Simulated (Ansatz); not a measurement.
# Geometry relaxation of Ti6HO12F (part 2 of 3)

The same run, continued: Ti6HO12F (slab, 20 atoms in the cell); DFT r2SCAN-D3(BJ), scalar-relativistic, plane waves, PAW, PAW set soft_1, no spin polarisation (Ansatz 0.2.0); cutoff 500 eV, 2×2×1 k-mesh, Gaussian smearing of 0.05 eV. The structure derives from an entry of the Crystallography Open Database. The input holds or restrains some coordinates. Forces given for the steps count only the free coordinates. It belongs to a series of runs on one base structure; here: end point A relaxed.

Geometry of the input (Å; fractional positions):
```
5.4621  0.0000  0.0000
1.6013  5.2221  0.0000
0.0000  0.0000  18.7065
Ti 0.0000  0.0000  0.0535
Ti 0.3867  0.3867  0.1119
O  0.1667  0.1667  0.1247
O  0.0817  0.6916  0.1119
O  0.6066  0.6066  0.0991
O  0.6916  0.0817  0.1119
Ti 0.7733  0.7733  0.1703
Ti 0.1600  0.1600  0.2288
O  0.9400  0.9400  0.2416
O  0.8550  0.4649  0.2288
O  0.3799  0.3799  0.2159
O  0.4649  0.8550  0.2288
Ti 0.5466  0.5466  0.2872
Ti 0.9333  0.9333  0.3457
O  0.7133  0.7133  0.3585
O  0.6283  0.2382  0.3457
O  0.1532  0.1532  0.3328
O  0.2382  0.6283  0.3457
F  0.9106  0.0895  0.5071
H  0.7535  0.0950  0.5285
```

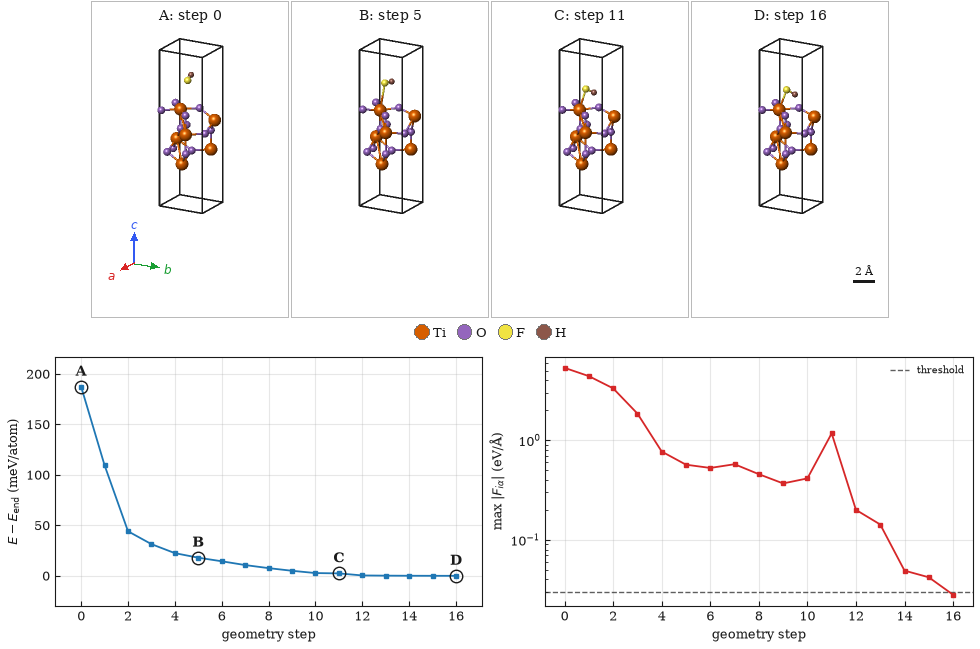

*Frames of the restrained relaxation (ball-and-stick view of the cell of the calculation, with the vacuum cut short (origin shifted), seen slightly off an axis) above the curves, on which the letters mark them (the first geometry is step 0 here and step 1 in the log).*

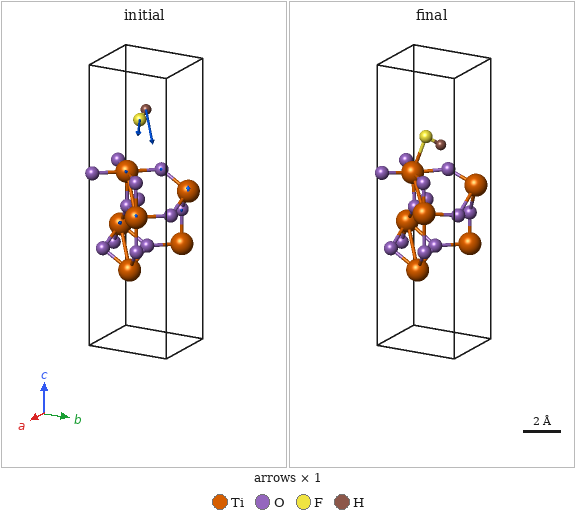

*Before (left) and after (right) the restrained relaxation, at one scale (ball-and-stick view of the cell of the calculation, with the vacuum cut short (origin shifted), seen slightly off an axis). The blue arrows give the displacements, at true length.*

The atom that moves furthest is H20 (2.00 Å). By element the largest moves are H 2.00 Å, F 1.09 Å, Ti 0.34 Å, O 0.19 Å. The cell stays as it was. Among the contacts that change: Ti14–F19 3.131 → 2.211 Å, O11–Ti13 1.981 → 2.311 Å, Ti1–Ti7 2.957 → 3.204 Å, O12–Ti13 1.947 → 2.189 Å. New bonds form: Ti14–F19 (3.13 → 2.21 Å). Among the angles that change: Ti8–O11–Ti13 130.6° → 109.0°, Ti7–O9–Ti8 130.6° → 145.7°, O16–Ti14–O18 180.0° → 165.1°. Over 16 geometry steps the energy falls by 187 meV per atom. Largest force component: 5.3 eV/Å at the start, 0.028 eV/Å at the end. (Atoms are counted from 1 in the order of the input.)

```
preconditioner: auto → LDOS  [insulator: Δε(μ)=0.091 eV  Ē_g=9.527 eV  σ=0.050 eV  W_gap=0.80  n_scr=92 (ndim 8)  ℏωp=16.2 eV  f_vac=0.564  D(μ)=4.90/eV (n_scr^D=18)  ε∞_Penn≈3.9  β→1.0]
Free energy (F): -22694.973055 eV
Harris-Foulkes:  -22694.973055 eV  (|F-HF|=6.64e-9)
Internal energy: -22694.966936 eV  (E = F + TS)
E sigma→0 (E₀):  -22694.969996 eV
Entropy (-TS):   -0.006119 eV (-0.306 meV/atom)
Fermi energy:    0.012730 eV
--- Per-component energies (eV) ---
  E_band       = -2681.484398
  E_kinetic    = 3912.769180
  E_local      = -98272.435521  (includes V_loc(G=0)·N_el)
[...]
  E_nonlocal   = 1049.582887
  E_hartree    = 47231.740291
  E_xc         = -1610.383440
  E_vxc        = -2321.148716  (∫ρ·V_xc dr)
  E_paw        = -8472.858189  (= ΣΔE_a)
  E_vpaw       = -1667.109546  (= ΣTr[D̂ρ^β])
  E_aug_tail   = 0.003458  (compensation charges beyond the density's cutoff)
  E_vtau       = 153.374321  (kinetic-family band-sum trace: ∫τ·v_τ [+ j·A + Jᵃ·Aᵃ] dr)
  E_ewald      = 33469.873304
  E_disp       = -1.323484  (pairwise vdW)
  E_core_change = -1.935423  (= ΣΔE_core)
  E_smearing   = -0.006119  (= −TS)
  E_closure    = -0.000000  (closes the sum)
  Σ components = -22694.973055   (vs F -22694.973055, Δ=0.00e0)
--- Forces (eV/Å), atoms counted from 1 ---
  atom   1  Ti    -0.87563343    -0.66077658     9.30268043
  atom   2  Ti     2.05786151     1.53031564     3.94392679
  atom   3  O     -1.98355911    -1.46260465    -4.84024990
  atom   4  O      0.28021466     1.87381689    -3.77619544
  atom   5  O     -1.34720998    -0.99909023    -0.88498807
  atom   6  O      1.87015635    -0.28296214    -3.75141260
  atom   7  Ti    -0.00682016     0.00275188    -0.01019843
  atom   8  Ti     0.00327866     0.00170756    -0.00798382
  atom   9  O      0.00831036     0.00687271    -0.01269062
  atom  10  O      0.00275510    -0.00734337     0.00279522
  atom  11  O      0.00304392     0.00279782     0.00561773
  atom  12  O     -0.00295263     0.00372654     0.00215625
  atom  13  Ti     0.00663526     0.00388226     0.01345492
  atom  14  Ti     0.02810801     0.00675567     0.01103289
  atom  15  O     -0.02563561    -0.02089324    -0.00549743
  atom  16  O     -0.01118670     0.01602386    -0.00014568
  atom  17  O     -0.00399441    -0.00514722     0.01048173
  atom  18  O      0.00204883    -0.00545824    -0.00170745
  atom  19  F     -0.00082016    -0.01124135     0.00481322
  atom  20  H     -0.00459964     0.00688094    -0.00595766
  max |Σ_I F_I| component: 6.79e-5 eV/Å
--- Relaxed structure (17 steps of the walk, 17 accepted, 0 SCFs on fresh bases) ---
  F+E_penalty+E_count = -22694.97305508 eV   max|allowed force component| = 2.811e-2 eV/Å
  atoms:
    - { symbol: Ti, position: [0.0, 0.0, 0.053457199999999996] }
    - { symbol: Ti, position: [0.38665050000000006, 0.3866505, 0.1118989] }
    - { symbol: O, position: [0.16669170000000003, 0.1666917, 0.12474669999999999] }
    - { symbol: O, position: [0.08169050000000003, 0.6916105, 0.1118989] }
    - { symbol: O, position: [0.6066092, 0.6066092, 0.099051] }
    - { symbol: O, position: [0.6916105000000001, 0.0816905, 0.1118989] }
    - { symbol: Ti, position: [0.7463114728403003, 0.74704265307442, 0.17670946248474995] }
    - { symbol: Ti, position: [0.15703884833820453, 0.15767608650251275, 0.24053332673114036] }
    - { symbol: O, position: [0.9372761592787668, 0.9343929215577162, 0.2390809381699157] }
    - { symbol: O, position: [0.8578463099701494, 0.45852898175894136, 0.2292245001261134] }
    - { symbol: O, position: [0.38431718462837994, 0.3843102692972186, 0.2061992337296203] }
    - { symbol: O, position: [0.4588722091876492, 0.8585027045188387, 0.22903238044537236] }
    - { symbol: Ti, position: [0.5440431228228426, 0.5399575033355482, 0.30505701557294884] }
    - { symbol: Ti, position: [0.9323072776187349, 0.9028928232284025, 0.34090360869353553] }
    - { symbol: O, position: [0.7139204780268442, 0.7141749877216643, 0.3574973679055165] }
    - { symbol: O, position: [0.6538155989987189, 0.23388115266001125, 0.3477674027292151] }
    - { symbol: O, position: [0.14755025192969956, 0.14423739324423004, 0.3319629946225657] }
    - { symbol: O, position: [0.23285489179819688, 0.6470291925821564, 0.347517913014074] }
    - { symbol: F, position: [0.8719561077035554, 0.04704814182727988, 0.45191334228220514] }
    - { symbol: H, position: [0.742175443080776, 0.178409220833052, 0.4242549351308112] }
```

Trajectory as extended XYZ (Å, eV, eV/Å), 17 frames, from step=1 to step=17:
```
20
Lattice="5.4621 0.0000 0.0000 1.6013 5.2221 0.0000 0.0000 0.0000 18.7065" Properties=species:S:1:pos:R:3:forces:R:3 step=1 energy=-22691.22662
Ti    0.0000    0.0000    1.0000   -0.2673  -0.1976   6.6683
Ti    2.7310    2.0191    2.0932    3.0111   2.2259   4.1924
O     1.1774    0.8705    2.3336   -1.0262  -0.7588  -4.5036
O     1.5536    3.6117    2.0932    0.8574   0.5813  -3.3022
O     4.2847    3.1678    1.8529   -1.7974  -1.3288  -0.4864
O     3.9085    0.4266    2.0932    0.8071   0.6492  -3.3019
Ti    5.4621    4.0383    3.1865   -2.0877  -1.5436   2.9881
Ti    1.1298    0.8353    4.2797   -0.5966  -0.4406   5.3464
O     6.6395    4.9088    4.5201   -0.4516  -0.3328  -1.0426
O     5.4145    2.4278    4.2797    0.7897   0.2968  -1.4457
O     2.6834    1.9839    4.0394   -0.0793  -0.0579  -3.3974
O     3.9085    4.4649    4.2797    0.5147   0.6679  -1.4463
Ti    3.8608    2.8544    5.3730   -0.4211  -0.3144   5.1528
Ti    6.5919    4.8736    6.4662   -0.4183  -0.2783  -0.7509
O     5.0382    3.7249    6.7065    0.4198   0.3289  -1.1370
O     3.8132    1.2440    6.4662    1.6465  -0.5643  -0.6819
O     1.0822    0.8001    6.2259   -0.8183  -0.6155  -1.8930
O     2.3072    3.2810    6.4662   -0.0570   1.7775  -0.6670
F     5.1173    0.4674    9.4865   -0.7102  -0.1017   0.2939
H     4.2678    0.4963    9.8865    0.6844   0.0066  -0.5864
20
Lattice="5.4621 0.0000 0.0000 1.6013 5.2221 0.0000 0.0000 0.0000 18.7065" Properties=species:S:1:pos:R:3:forces:R:3 step=2 energy=-22692.78333
Ti    0.0000    0.0000    1.0000   -0.4292  -0.3184   7.6088
Ti    2.7310    2.0191    2.0932    2.7350   2.0272   4.4178
O     1.1774    0.8705    2.3336   -1.3286  -0.9791  -4.6514
O     1.5536    3.6117    2.0932    0.6993   0.9919  -3.5604
O     4.2847    3.1678    1.8529   -1.7803  -1.3156  -0.7653
O     3.9085    0.4266    2.0932    1.1503   0.3859  -3.5634
Ti    5.4144    4.0036    3.2129   -1.8132  -1.3413   2.2991
Ti    1.1247    0.8334    4.3459   -0.2535  -0.1891   3.9177
O     6.6204    4.8971    4.4523   -0.0454  -0.0286  -0.5872
O     5.3951    2.4072    4.2656    0.7676   0.4299  -1.2338
O     2.6918    1.9919    3.9834   -0.0487  -0.0357  -2.5676
O     3.8819    4.4556    4.2642    0.6291   0.6065  -1.2383
Ti    3.8571    2.8555    5.4379   -0.5255  -0.3840   4.4127
Ti    6.5847    4.8747    6.3869   -0.7404  -0.5540   0.0125
O     5.0687    3.7546    6.6481   -0.0648  -0.0490  -0.8460
O     3.9118    1.2342    6.4484    0.7104   0.2532  -0.6605
O     1.0528    0.7804    6.2066   -0.0654  -0.0417  -2.0317
O     2.3243    3.3891    6.4494    0.4491   0.6087  -0.6734
F     5.1338    0.3675    9.4454   -1.2639   0.0994   0.2832
H     4.2307    0.5213    9.6961    1.2171  -0.1668  -0.5720
20
Lattice="5.4621 0.0000 0.0000 1.6013 5.2221 0.0000 0.0000 0.0000 18.7065" Properties=species:S:1:pos:R:3:forces:R:3 step=3 energy=-22694.09025
Ti    0.0000    0.0000    1.0000   -0.7926  -0.5858   9.2589
Ti    2.7310    2.0191    2.0932    2.3784   1.7619   3.4959
O     1.1774    0.8705    2.3336   -1.9939  -1.4685  -5.0835
O     1.5536    3.6117    2.0932    0.3615   1.8436  -3.9015
O     4.2847    3.1678    1.8529   -1.4981  -1.1089  -1.0021
O     3.9085    0.4266    2.0932    1.8655  -0.1860  -3.9048
Ti    5.3223    3.9353    3.2997   -0.7460  -0.5381  -0.1330
Ti    1.1379    0.8438    4.4801    0.2612   0.1846  -3.3276
O     6.6065    4.8882    4.4014    0.4522   0.3421   0.9964
O     5.4042    2.4038    4.2518    0.3377  -0.2075   0.0117
O     2.7116    2.0071    3.8538    0.0631   0.0446   0.1855
O     3.8806    4.4660    4.2487   -0.0986   0.3753   0.0123
Ti    3.8367    2.8414    5.6342    0.0215   0.0499   0.0142
Ti    6.5400    4.8430    6.3303   -1.1386  -0.8850  -0.6549
O     5.0591    3.7489    6.6132    0.9022   0.6653   0.2997
O     3.9887    1.2438    6.4355    0.0943  -0.5907   0.3946
O     1.0488    0.7783    6.1048    0.1166   0.1042   3.2604
O     2.3566    3.4634    6.4336   -0.5347   0.2511   0.3620
F     5.1326    0.3060    9.4021   -2.1443   0.4353   0.3169
H     4.2072    0.5417    9.5745    2.0921  -0.4881  -0.6015
20
Lattice="5.4621 0.0000 0.0000 1.6013 5.2221 0.0000 0.0000 0.0000 18.7065" Properties=species:S:1:pos:R:3:forces:R:3 step=4 energy=-22694.34504
Ti    0.0000    0.0000    1.0000   -0.8467  -0.6214   9.3185
Ti    2.7310    2.0191    2.0932    2.2707   1.6807   3.5622
O     1.1774    0.8705    2.3336   -1.9697  -1.4621  -4.9804
O     1.5536    3.6117    2.0932    0.3142   1.8424  -3.8401
O     4.2847    3.1678    1.8529   -1.4386  -1.0624  -0.9039
O     3.9085    0.4266    2.0932    1.8527  -0.2359  -3.8318
Ti    5.3015    3.9173    3.3120   -0.4810  -0.3728  -0.2207
Ti    1.1519    0.8538    4.4907    0.0211   0.0398  -1.8562
O     6.6062    4.8826    4.4214    0.3846   0.2543   0.7016
O     5.4103    2.3931    4.2672    0.1500   0.0000   0.0367
O     2.7072    2.0062    3.8553    0.1357   0.0961   0.2394
O     3.8727    4.4688    4.2678    0.0061   0.1607   0.0427
Ti    3.8300    2.8556    5.6924    0.0098  -0.1861  -0.0160
Ti    6.5187    4.8168    6.3186   -0.5082  -0.2100  -0.4250
O     5.0604    3.7589    6.6575    0.5348   0.3699   0.2516
O     3.9974    1.2372    6.4628    0.0338  -0.2371   0.2379
O     1.0729    0.7901    6.1472   -0.1719  -0.0873   1.7714
O     2.3492    3.4691    6.4965   -0.2666   0.0725   0.1935
F     4.9716    0.1879    9.4138   -1.5325   0.3491   0.1445
H     4.0595    0.4459    9.5373    1.5013  -0.3906  -0.4240
20
Lattice="5.4621 0.0000 0.0000 1.6013 5.2221 0.0000 0.0000 0.0000 18.7065" Properties=species:S:1:pos:R:3:forces:R:3 step=5 energy=-22694.52350
Ti    0.0000    0.0000    1.0000   -0.8846  -0.6489   9.2688
Ti    2.7310    2.0191    2.0932    2.1892   1.6188   3.9094
O     1.1774    0.8705    2.3336   -1.8925  -1.4071  -4.7842
O     1.5536    3.6117    2.0932    0.2975   1.7970  -3.7498
O     4.2847    3.1678    1.8529   -1.4034  -1.0364  -0.7994
O     3.9085    0.4266    2.0932    1.8063  -0.2385  -3.7403
Ti    5.2845    3.9038    3.3161   -0.3484  -0.1818  -0.0818
Ti    1.1517    0.8581    4.4942   -0.0418  -0.0983  -0.2686
O     6.6096    4.8822    4.4553    0.2103   0.1503   0.1022
O     5.4140    2.3930    4.2874    0.0949   0.0516   0.0107
O     2.7112    2.0091    3.8707    0.0443   0.0220  -0.0776
O     3.8703    4.4687    4.2929    0.1033   0.1173  -0.0328
Ti    3.8291    2.8581    5.7452   -0.0682  -0.1077   0.2058
Ti    6.5014    4.8062    6.3222    0.0520   0.0857  -0.0503
O     5.0670    3.7684    6.7124   -0.0005  -0.0065   0.0885
O     3.9969    1.2337    6.5079   -0.0627   0.0531   0.0948
O     1.0633    0.7906    6.1949   -0.1221  -0.0873   0.2488
O     2.3380    3.4654    6.5508    0.0702  -0.0514  -0.0449
F     4.9366    0.1388    9.3197   -0.7716   0.1661  -0.0893
H     4.0455    0.4373    9.3405    0.7282  -0.1974  -0.2145
20
Lattice="5.4621 0.0000 0.0000 1.6013 5.2221 0.0000 0.0000 0.0000 18.7065" Properties=species:S:1:pos:R:3:forces:R:3 step=6 energy=-22694.61382
Ti    0.0000    0.0000    1.0000   -0.9143  -0.6741   9.2886
Ti    2.7310    2.0191    2.0932    2.1140   1.5605   3.9994
O     1.1774    0.8705    2.3336   -1.8760  -1.3959  -4.7182
O     1.5536    3.6117    2.0932    0.2891   1.8017  -3.7298
O     4.2847    3.1678    1.8529   -1.3707  -1.0104  -0.7798
O     3.9085    0.4266    2.0932    1.8090  -0.2532  -3.7258
Ti    5.2698    3.8945    3.3165   -0.1290  -0.0531  -0.0609
Ti    1.1544    0.8581    4.4976   -0.0860  -0.1126   0.0687
O     6.6173    4.8893    4.4656    0.0978   0.0787  -0.0552
O     5.4254    2.3985    4.3010    0.0316   0.0361   0.0241
O     2.7169    2.0097    3.8708    0.0175   0.0128  -0.1121
O     3.8795    4.4761    4.3074    0.0517   0.0646  -0.0150
Ti    3.8317    2.8560    5.7824    0.0391  -0.0056   0.0688
Ti    6.4979    4.8047    6.3237    0.1986   0.1487   0.1429
O     5.0712    3.7711    6.7439   -0.1263  -0.0938   0.0117
O     3.9952    1.2354    6.5411   -0.0771   0.0100   0.0471
O     1.0571    0.7861    6.2100   -0.0715  -0.0547  -0.0428
O     2.3389    3.4631    6.5699    0.0172  -0.0309  -0.0622
F     4.8848    0.0669    9.1458   -0.5691   0.1862  -0.1245
H     4.0393    0.4731    9.1479    0.5550  -0.2142  -0.2252
20
Lattice="5.4621 0.0000 0.0000 1.6013 5.2221 0.0000 0.0000 0.0000 18.7065" Properties=species:S:1:pos:R:3:forces:R:3 step=7 energy=-22694.68461
Ti    0.0000    0.0000    1.0000   -0.9134  -0.6795   9.2825
Ti    2.7310    2.0191    2.0932    2.0772   1.5380   4.0263
O     1.1774    0.8705    2.3336   -1.8889  -1.4004  -4.7047
O     1.5536    3.6117    2.0932    0.2855   1.8158  -3.7247
O     4.2847    3.1678    1.8529   -1.3505  -0.9940  -0.7762
O     3.9085    0.4266    2.0932    1.8166  -0.2564  -3.7260
Ti    5.2661    3.8949    3.3128   -0.0445  -0.0318   0.0141
Ti    1.1502    0.8544    4.4977   -0.0868  -0.0785   0.1147
O     6.6213    4.8978    4.4704    0.0318   0.0373  -0.0390
O     5.4320    2.4060    4.3086    0.0047   0.0232  -0.0043
O     2.7181    2.0094    3.8684    0.0261   0.0224  -0.1201
O     3.8876    4.4840    4.3121    0.0156   0.0308  -0.0279
Ti    3.8361    2.8533    5.7875    0.0910   0.0689   0.0715
Ti    6.5031    4.8118    6.3361    0.1092  -0.0061   0.1161
O     5.0701    3.7684    6.7550   -0.0612  -0.0368  -0.0694
O     3.9842    1.2371    6.5572   -0.0425  -0.0629   0.0434
O     1.0493    0.7814    6.2136   -0.0110  -0.0070  -0.0324
O     2.3395    3.4580    6.5644   -0.0422   0.0172  -0.0578
F     4.8737    0.0335    9.0317   -0.5280   0.2116  -0.2350
H     4.0594    0.4955    8.9550    0.5111  -0.2116  -0.1492
20
Lattice="5.4621 0.0000 0.0000 1.6013 5.2221 0.0000 0.0000 0.0000 18.7065" Properties=species:S:1:pos:R:3:forces:R:3 step=8 energy=-22694.75970
Ti    0.0000    0.0000    1.0000   -0.9160  -0.6844   9.3021
Ti    2.7310    2.0191    2.0932    2.0381   1.5115   4.0075
O     1.1774    0.8705    2.3336   -1.9175  -1.4159  -4.6935
O     1.5536    3.6117    2.0932    0.2700   1.8431  -3.7225
O     4.2847    3.1678    1.8529   -1.3149  -0.9692  -0.7693
O     3.9085    0.4266    2.0932    1.8353  -0.2759  -3.7276
Ti    5.2626    3.8941    3.3117    0.0260   0.0101   0.0056
Ti    1.1439    0.8491    4.5018   -0.0481  -0.0338   0.0382
O     6.6232    4.9039    4.4754    0.0000   0.0141  -0.0416
O     5.4354    2.4103    4.3145   -0.0061  -0.0086  -0.0001
O     2.7194    2.0100    3.8627    0.0122   0.0083  -0.0537
O     3.8917    4.4890    4.3141   -0.0138   0.0142  -0.0098
Ti    3.8434    2.8490    5.7920    0.0887   0.0395   0.0234
Ti    6.5102    4.8130    6.3486    0.0082  -0.1037   0.1554
O     5.0706    3.7636    6.7588   -0.0540  -0.0395  -0.1079
O     3.9748    1.2320    6.5709   -0.0636   0.0280  -0.0359
O     1.0436    0.7763    6.2192    0.0511   0.0429  -0.0012
O     2.3392    3.4506    6.5541   -0.0587   0.0234  -0.0231
F     4.8522    0.0001    8.8400   -0.5125   0.2957  -0.1242
H     4.0784    0.5380    8.7882    0.5754  -0.3001  -0.2202
```
